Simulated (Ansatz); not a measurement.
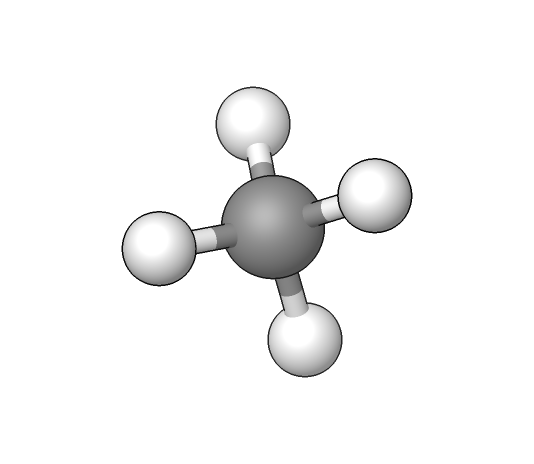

Colours: carbon grey, hydrogen white.

**Count the atoms of each element.**

CH4, 5 atoms: 1 carbon and 4 hydrogen.

**How many sets of symmetry-equivalent atoms are there?**

2: 1 C, 4 H.

More results for the same structure follow; atom numbers are the same in all pictures, views and colours differ. The geometry was computed by an optimisation with PBE0-D4/def2-TZVP.

Geometry

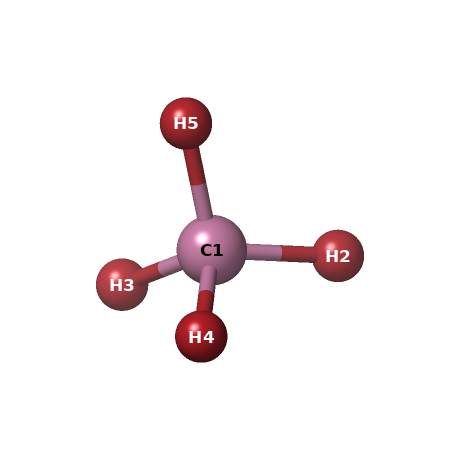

Numbered structure.

Which atoms are bonded, and how long are the bonds?

| bond | length (Å) |
| --- | --- |
| C1–H2 | 1.090 |
| C1–H3 | 1.090 |
| C1–H4 | 1.090 |
| C1–H5 | 1.090 |

Charges

The questions are on Mulliken charges. Method: RKS PBE0-D4/def2-TZVP (Ansatz 0.2.0).

List the Mulliken charges.

| atom | value (e) |
| --- | --- |
| C1 | −0.53 |
| H2 | 0.13 |
| H3 | 0.13 |
| H4 | 0.13 |
| H5 | 0.13 |

Electronic properties

Properties computed with RKS PBE0-D4/def2-TZVP (Ansatz 0.2.0).

**Give the harmonic zero-point energy at this level.**

117.4 kJ/mol.

Vibrations

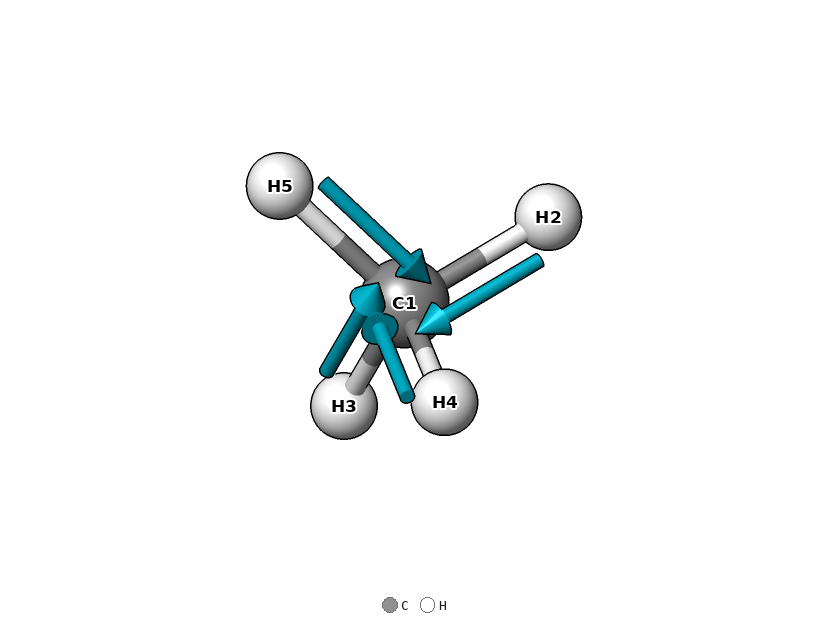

The arrows show one normal mode. Harmonic vibrations computed with RKS PBE0-D4/def2-TZVP (Ansatz 0.2.0) at a stationary point of the same level.

**Describe the motion.**

Mostly in-phase stretching of 4 C–H bonds.

**Estimate its harmonic wavenumber.**

3048 cm⁻¹; it is mode 6 of 9 counted from the lowest.

Mulliken values depend strongly on the basis set and can even reverse the polarity of a bond.
